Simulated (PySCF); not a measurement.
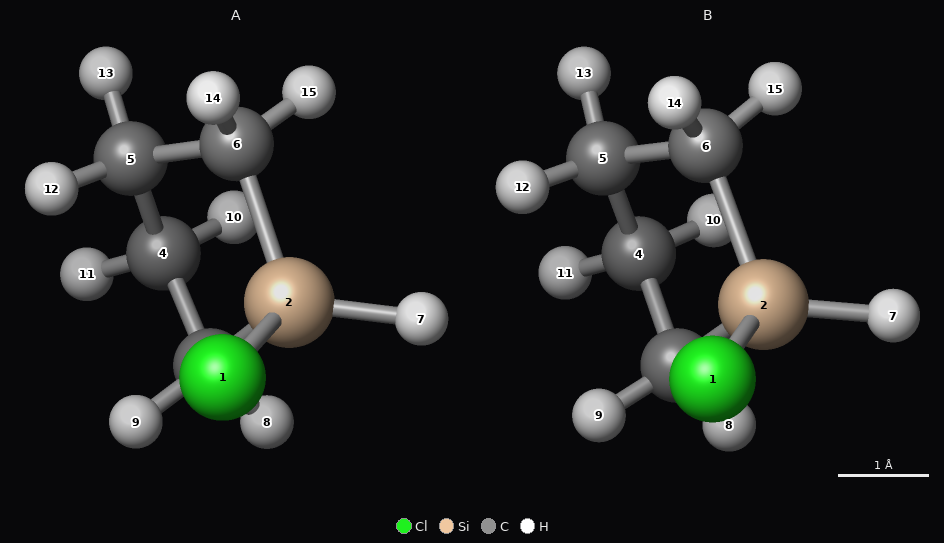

Two geometries of C4H9ClSi, drawn at one scale. One is the start of a relaxation, the other its converged end. Style: ball-and-stick. Shown from a free direction.

Theory: PBE0-D3(BJ)/def2-SVP geometry optimisation, gas phase (PySCF 2.14.0, density-fitted response routines). 

Which of the two is the end point?

Structure A is the relaxed one. The start comes from GFN2-xTB. The largest move after the best rigid fit is that of the Cl atom, 0.20 Å. Largest moves by element: Cl 0.20 Å, H 0.13 Å, C 0.07 Å, Si 0.04 Å. Among the contacts that change: Cl–Si 2.023 → 2.082 Å, H–Si 1.462 → 1.491 Å, C–Si 1.907 → 1.884 Å, C–H 1.091 → 1.102 Å. Bond angles that change, for instance: Si–C–H 111.0° → 108.1°, C–C–H 110.9° → 113.6°, C–Si–C 93.8° → 96.3°. The energy falls by 9.46 kJ/mol in 12 geometry steps. The largest force component goes from 1.5 to 0.019 eV/Å. The forces were under the threshold at step 3, but the run went on from there. The run took about 60 core-seconds on a shared host.
